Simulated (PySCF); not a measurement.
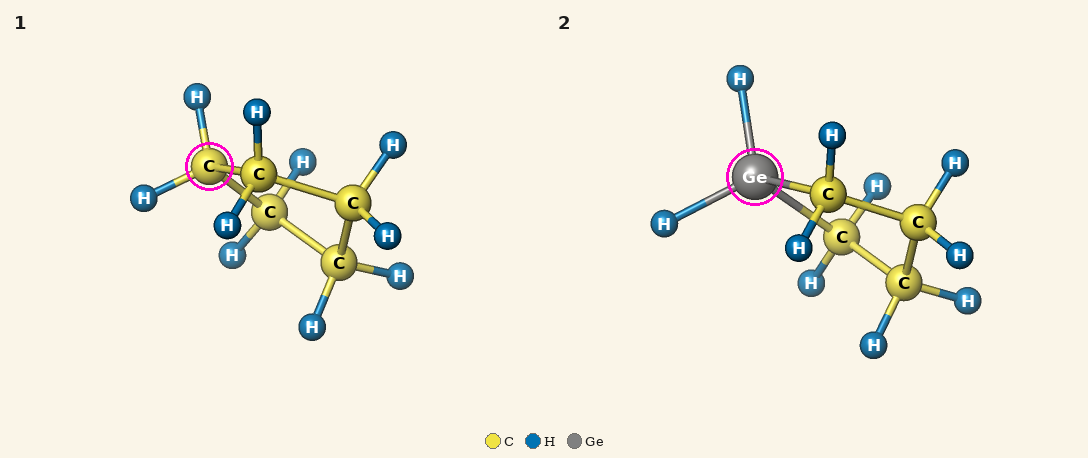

2 molecules with one skeleton, seen from the same side and at one scale; the atom that differs is circled. Charge 0, singlet. Computed geometries: PBE0-D3(BJ)/def2-SVP optimisations, one conformation each. Properties computed with PySCF 2.14.0.

One atom differs, called X below: C in panel 1, Ge in panel 2. Their formulas are C5H10 (`C1CCCC1`), C4H10Ge (`C1C[CH2][GeH2][CH2]1`).

In which is the mean length of X–H larger (PBE0-D3(BJ)/def2-SVP)?

Answer. In panel 2 (X = Ge).

In which is the mean static polarisability larger (PBE0/def2-SVPD)?

Answer. In panel 2 (X = Ge).

Give the values. With PBE0-D3(BJ)/def2-SVP: mean length of X–C (Å), mean length of X–H (Å), angle C–X–C (°). With PBE0/def2-SVPD: dipole moment (D), HOMO energy (Kohn–Sham orbital) (eV), HOMO–LUMO gap (eV), mean static polarisability (bohr³), lowest vertical singlet excitation (eV).

```
                               quantity  1 (C)  2 (Ge)   2 − 1
                 mean length of X–C (Å)  1.545   1.974  +0.429
                 mean length of X–H (Å)  1.101   1.542  +0.441
                        angle C–X–C (°)  105.9    93.1   −12.8
                      dipole moment (D)   0.02    0.69   +0.67
   HOMO energy (Kohn–Sham orbital) (eV)  −8.68   −7.81   +0.87
                     HOMO–LUMO gap (eV)   9.44    8.30   −1.14
     mean static polarisability (bohr³)   58.6    77.3   +18.7
lowest vertical singlet excitation (eV)   8.21    7.14   −1.07
```
